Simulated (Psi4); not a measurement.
**Run report: SiH3 (charge +1), single-point calculation (part 1 of 2)**

System: SiH3, charge +1, SMILES [SiH3+].
Method: DLPNO-CCSD(T)/6-31G**, RHF (Psi4 1.11).

The geometry comes from this level: PBE0-D4/def2-TZVP.

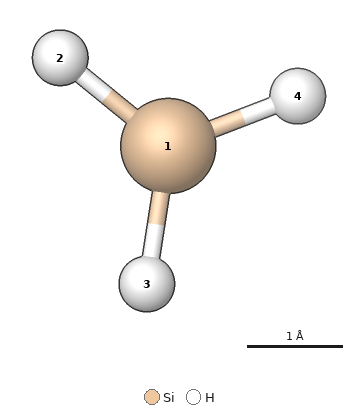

Fig. 1: The structure as given in the input (ball-and-stick view, seen on its broad side; atoms are numbered from 1 in the order of the input). Bond lengths as drawn: H–Si 1.47 Å.

### Input (calc.dat)
```
memory 1.6 GB

molecule {
  1 1
  Si
  H 1 r2
  H 1 r3 2 a3
  H 1 r4 2 a4 3 d4

  r2 = 1.471994
  r3 = 1.472003
  a3 = 119.9971
  r4 = 1.472009
  a4 = 120.00442
  d4 = -179.9997
  symmetry c1
  no_reorient
  no_com
}

set basis 6-31G**
set scf_type df
set freeze_core true
set pno_convergence normal
set soscf true
set screening csam
set df_scf_guess false

e, wfn = energy("dlpno-ccsd(t)", return_wfn=True)
```

Run as:
```bash
psi4 -i calc.dat -o calc.out -n 1
```

### Output
```
Psi4 1.11 release

   => Loading Basis Set <=

    Name: 6-31G**
    Role: ORBITAL
    Keyword: BASIS

         ---------------------------------------------------------
                                   SCF
                              RHF Reference
                        1 Threads,   1525 MiB Core
         ---------------------------------------------------------

  ==> Geometry <==

    Molecular point group: c1
    Full point group: C1

    Geometry (in Angstrom), charge = 1, multiplicity = 1:

       Center              X                  Y                   Z               Mass
    ------------   -----------------  -----------------  -----------------  -----------------
         SI           0.000000216989    -0.000002888077     0.000001489489    27.976926534650
         H            0.000000216989    -0.000002888077     1.471995489489     1.007825032230
         H            0.000000216989     1.274826355120    -0.735935486548     1.007825032230
         H           -0.000006457536    -1.274743294864    -0.736101350706     1.007825032230

  Running in c1 symmetry.

  Rotational constants: A =      5.14663  B =      5.14616  C =      2.57320 [cm^-1]
  Rotational constants: A = 154292.20382  B = 154278.00586  C =  77142.55226 [MHz]
  Nuclear repulsion =   15.721449199260219

  Charge       = 1
  Multiplicity = 1
  Electrons    = 16
  Nalpha       = 8
  Nbeta        = 8

  ==> Algorithm <==

  SCF Algorithm Type is DF.
  DIIS enabled.
  MOM disabled.
  Fractional occupation disabled.
  Guess Type is SAD.
  Energy threshold   = 1.00e-08
  Density threshold  = 1.00e-08
  Integral threshold = 1.00e-12

  ==> Primary Basis <==

  Basis Set: 6-31G**
    Blend: 6-31G**
    Number of shells: 17
    Number of basis functions: 34
    Number of Cartesian functions: 34
    Spherical Harmonics?: false
    Max angular momentum: 2

   => Loading Basis Set <=

    Name: (6-31G** AUX)
    Role: JKFIT
    Keyword: DF_BASIS_SCF

  ==> Integral Setup <==

  DFHelper Memory: AOs need 0.002 GiB; user supplied 1.118 GiB.
  SCF_SUBTYPE=INCORE selected. In-core MEM_DF algorithm will be used.
  Using in-core AOs.

  ==> MemDFJK: Density-Fitted J/K Matrices <==

    J tasked:                   Yes
    K tasked:                   Yes
    wK tasked:                   No
    Memory [MiB]:              1144
    Algorithm:                 Core
    Schwarz Cutoff:           1E-12
    Mask sparsity (%):       0.0000
    Fitting Condition:        1E-10

   => Auxiliary Basis Set <=

  Basis Set: (6-31G** AUX)
    Blend: CC-PVDZ-JKFIT
    Number of shells: 63
    Number of basis functions: 205
    Number of Cartesian functions: 205
    Spherical Harmonics?: false
    Max angular momentum: 3

  Minimum eigenvalue in the overlap matrix is 9.2822749394E-03.
  Reciprocal condition number of the overlap matrix is 1.9638870914E-03.
    Using symmetric orthogonalization.

  ==> Pre-Iterations <==

  SCF Guess: Superposition of Atomic Densities via on-the-fly atomic UHF (no occupation information).

   -------------------------
    Irrep   Nso     Nmo
   -------------------------
     A         34      34
   -------------------------
    Total      34      34
   -------------------------

  ==> Iterations <==

                           Total Energy        Delta E     RMS |[F,P]|

   @DF-RHF iter SAD:  -290.05659204953815   -2.90057e+02   0.00000e+00
   @DF-RHF iter   1:  -290.30593782284444   -2.49346e-01   4.60746e-03 DIIS/ADIIS
   @DF-RHF iter   2:  -290.33267684276797   -2.67390e-02   8.36347e-04 DIIS/ADIIS
   @DF-RHF iter   3:  -290.33360614813620   -9.29305e-04   1.77432e-04 SOSCF, nmicro=4
   @DF-RHF iter   4:  -290.33366317140809   -5.70233e-05   5.55078e-07 SOSCF, nmicro=4
   @DF-RHF iter   5:  -290.33366317166309   -2.55000e-10   1.30117e-09 SOSCF, nmicro=conv
  Energy and wave function converged.

  ==> Post-Iterations <==

    Orbital Energies [Eh]
    ---------------------

    Doubly Occupied:

       1A    -69.108376     2A     -6.464115     3A     -4.571055
       4A     -4.566680     5A     -4.566679     6A     -0.988156
       7A     -0.774600     8A     -0.774590

    Virtual:

       9A     -0.244924    10A     -0.063839    11A     -0.048339
      12A     -0.048323    13A      0.047596    14A      0.137955
      15A      0.137956    16A      0.157113    17A      0.483757
      18A      0.483760    19A      0.597259    20A      0.600073
      21A      0.600082    22A      0.959536    23A      1.116025
      24A      1.116057    25A      1.993713    26A      2.099583
      27A      2.144509    28A      2.144519    29A      2.229849
      30A      2.229880    31A      2.532940    32A      2.821576
      33A      2.821615    34A      3.045948

    Final Occupation by Irrep:
              A
    DOCC [     8 ]
    NA   [     8 ]
    NB   [     8 ]

  @DF-RHF Final Energy:  -290.33366317166309

   => Energetics <=

    Nuclear Repulsion Energy =             15.7214491992602188
    One-Electron Energy =                -428.4817200833967377
    Two-Electron Energy =                 122.4266077124734124
    Total Energy =                       -290.3336631716630905

Computation Completed

Properties will be evaluated at   0.000000,   0.000000,   0.000000 [a0]

Properties computed using the SCF density matrix

 Multipole Moments:

 ------------------------------------------------------------------------------------
     Multipole            Electronic (a.u.)      Nuclear  (a.u.)        Total (a.u.)
 ------------------------------------------------------------------------------------

 L = 1.  Multiply by 2.5417464519 to convert [e a0] to [Debye]
 Dipole X            :          0.0000082           -0.0000056            0.0000025
 Dipole Y            :         -0.0001194            0.0000751           -0.0000443
 Dipole Z            :          0.0000560           -0.0000387            0.0000173
 Magnitude           :                                                    0.0000476

 ------------------------------------------------------------------------------------

	total time  =          2 seconds =       0.03 minutes

  //>>>>>>>>>>>>>>>>>>>>>>>>>>>>>>>>>>>//
  //           DLPNO-CCSD(T)           //
  //<<<<<<<<<<<<<<<<<<<<<<<<<<<<<<<<<<<//

   => Loading Basis Set <=

    Name: (6-31G** AUX)
    Role: RIFIT
    Keyword: DF_BASIS_CC

   --------------------------------------------
                    DLPNO-CCSD
   --------------------------------------------

  DLPNO convergence set to NORMAL.

  Detailed DLPNO thresholds and cutoffs:
    T_CUT_PNO        = 3.3300e-07
    T_DIAG_SCALE     = 3.0000e-02
    T_CORE_SCALE     = 1.0000e-02
    T_CUT_TRACE      = 9.9000e-01
    T_CUT_ENERGY     = 9.9000e-01
    T_CUT_PAIRS      = 1.0000e-04
    T_CUT_PAIRS_MP2  = 1.0000e-06
    T_CUT_PRE        = 1.0000e-06
    T_CUT_DO_PRE     = 3.0000e-02
    T_CUT_MKN        = 1.0000e-03
    T_CUT_PNO_MP2    = 3.3300e-09
    T_CUT_TRACE_MP2  = 9.9900e-01
    T_CUT_ENERGY_MP2 = 9.9700e-01
    T_CUT_DO         = 1.0000e-02
    T_CUT_DO_IJ      = 1.0000e-05
    T_CUT_DO_UV      = 1.0000e-05
    T_CUT_CLMO       = 1.0000e-04
    T_CUT_CPAO       = 1.0000e-04
    S_CUT            = 1.0000e-08
    F_CUT            = 1.0000e-05
    INTS_TOL (AO)    = 1.0000e-10
    MIN_PNOS         =      5

  ==> Basis Set Information <==

   ----------------------------------------------
      NBF   NFRZC   NACT   NDOCC   NVIR   NAUX
   ----------------------------------------------
       34      5      3       8      26    118
   ----------------------------------------------

  ==> Boys Localizer <==

    Convergence =   1.000E-12
    Maxiter     =        1000

    Iteration                   Metric       Residual
    @Boys    0   1.7101891009332568E+00              -
    @Boys    1   1.2451731752787772E+01   6.280909E+00
    @Boys    2   1.2463311218786636E+01   9.299482E-04
    @Boys    3   1.2463314766694523E+01   2.846682E-07
    @Boys    4   1.2463314766698861E+01   3.480505E-13

    Boys Localizer converged.

  ==> Crude Prescreening (Determines Semicanonical-MP2 Pairs) <==

    T_CUT_MKN set to 1.000e-01
    T_CUT_DO  set to 2.000e-02

  ==> Forming Local MO Domains <==

    Auxiliary BFs per Local MO:
      Average =   90 AUX BFs (2 atoms)
      Min     =   90 AUX BFs (2 atoms)
      Max     =   90 AUX BFs (2 atoms)

    Projected AOs per Local MO:
      Average =   34 PAOs (4 atoms)
      Min     =   34 PAOs (4 atoms)
      Max     =   34 PAOs (4 atoms)

    Local MOs per Local MO:
      Average =    3 LMOs
      Min     =    3 LMOs
      Max     =    3 LMOs

    Screened 0 of 9 LMO pairs (0.00 %)
             0 pairs met overlap criteria
             3 pairs met energy criteria

    Screened LMO pair energy =  0.000000000000

  ==> Merging LMO Domains into LMO Pair Domains <==

    Auxiliary BFs per Local MO pair:
      Average =   99 AUX BFs (2 atoms)
      Min     =   90 AUX BFs (2 atoms)
      Max     =  104 AUX BFs (3 atoms)

    Local MOs per Local MO pair:
      Average =    3 LMOs
      Min     =    3 LMOs
      Max     =    3 LMOs

    Projected AOs per Local MO pair:
      Average =   34 PAOs (4 atoms)
      Min     =   34 PAOs (4 atoms)
      Max     =   34 PAOs (4 atoms)

  ==> Transforming 3-Index Integrals to LMO/PAO basis <==

  ==> Initial semi-canonical MP2 prescreening of pairs <==

  ==> Semi-Canonical MP2 Pair Prescreening <==

    Eliminated Pairs (SC-LMP2)         = 0
    Surviving Pairs                    = 9
    Surviving Pairs / Non-dipole Pairs = (100.00 %)
    Eliminated Pair dE                 = 0.000000000000

  ==> Refined Prescreening (Determines Strong and Weak Pairs) <==

    T_CUT_MKN reset to 1.000e-03
    T_CUT_DO  reset to 1.000e-02

  ==> Forming Local MO Domains <==

    Auxiliary BFs per Local MO:
      Average =  118 AUX BFs (4 atoms)
      Min     =  118 AUX BFs (4 atoms)
      Max     =  118 AUX BFs (4 atoms)

    Projected AOs per Local MO:
      Average =   34 PAOs (4 atoms)
      Min     =   34 PAOs (4 atoms)
      Max     =   34 PAOs (4 atoms)

    Local MOs per Local MO:
      Average =    3 LMOs
      Min     =    3 LMOs
      Max     =    3 LMOs

  ==> Merging LMO Domains into LMO Pair Domains <==

    Auxiliary BFs per Local MO pair:
      Average =  118 AUX BFs (4 atoms)
      Min     =  118 AUX BFs (4 atoms)
      Max     =  118 AUX BFs (4 atoms)

    Local MOs per Local MO pair:
      Average =    3 LMOs
      Min     =    3 LMOs
      Max     =    3 LMOs

    Projected AOs per Local MO pair:
      Average =   34 PAOs (4 atoms)
      Min     =   34 PAOs (4 atoms)
      Max     =   34 PAOs (4 atoms)

    Coefficient sparsity in AO -> LMO transform:   0.00 %
    Coefficient sparsity in AO -> PAO transform:   0.00 %
    Coefficient sparsity in combined transforms:   0.00 %
```
